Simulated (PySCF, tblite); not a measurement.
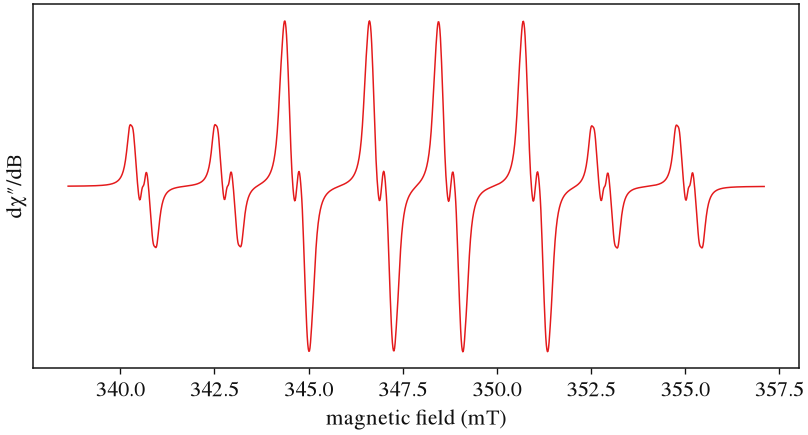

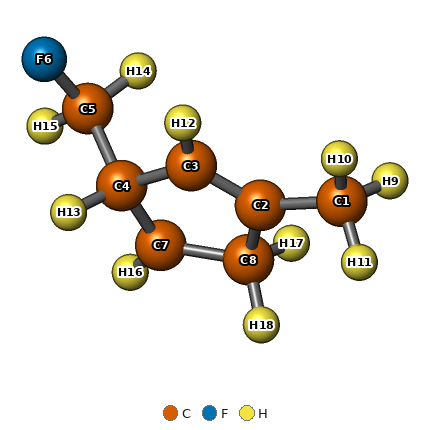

First-order isotropic EPR spectrum (fast tumbling, first derivative) of C₇H₁₀F, SMILES CC1=C[C@@H](CF)[CH]C1, doublet at 9.75 GHz, Lorentzian lines of 0.21 mT full width at half height, from computed g and hyperfine couplings (B3LYP/pcH-1 with PySCF 2.14.0, at a GFN2-xTB geometry (a minimum by its frequencies), gas phase); values of one conformer, averaged over methyl-type rotors alone; other conformers aren't averaged in; no vibrational averaging; dilute isotopes left out. The SMILES is one Lewis form and needn't show where the spin sits.

> Which couplings does the calculation give? The spectrum shows the sizes of those above the line width, not their signs.

```
nuclei  isotope  a (mT)  a (MHz)
   H18       ¹H    4.15    116.4
   H13       ¹H    4.09    114.6
   H17       ¹H    4.01    112.3
   H16       ¹H   −2.25    −63.1
    F6      ¹⁹F    0.35      9.7
   H14       ¹H   −0.13     −3.6
   H15       ¹H   −0.11     −3.2
   H12       ¹H   −0.05     −1.5
```

> What is the g value, and how wide is the spectrum?

g_iso = 2.0026, which centres the spectrum at 347.9 mT; it spans 15.2 mT.

Note: the tight-binding geometry is rougher than a DFT one and adds to the error.
